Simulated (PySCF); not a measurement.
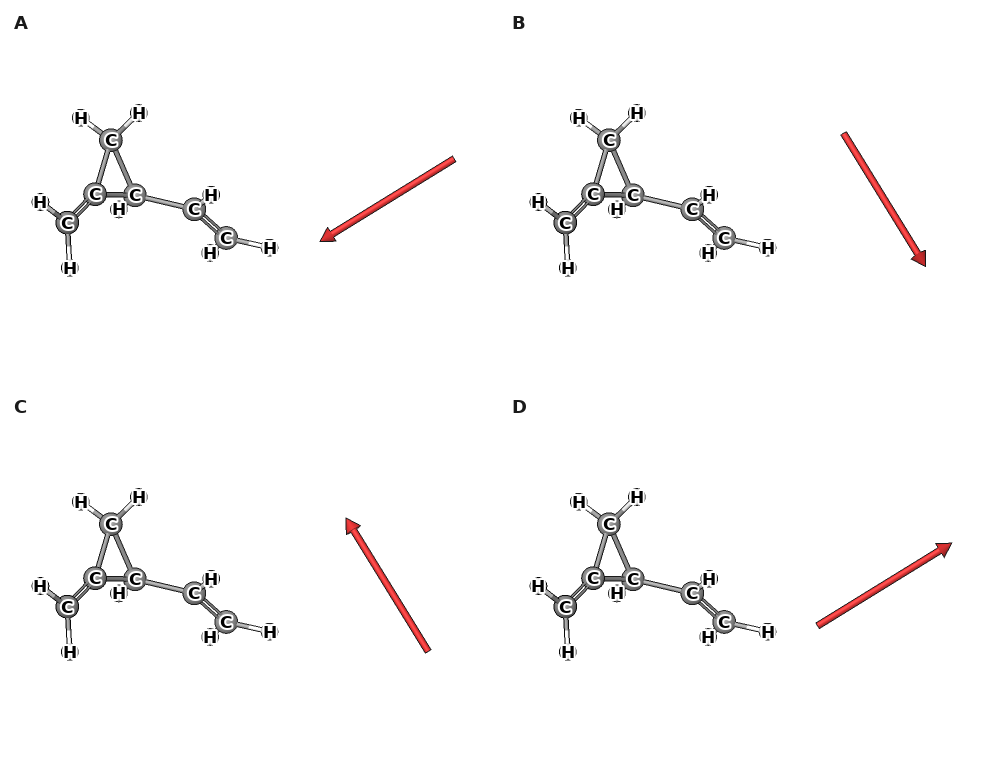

The same molecule four times, each with an arrow. Computed geometry: GFN2-xTB optimisation. No frequency run is at hand to confirm it as a minimum. Method: PBE0/def2-SVPD, gas phase (PySCF 2.14.0).

Which arrow points along the dipole moment, from the negative to the positive end?

C. The dipole moment is 0.44 D.
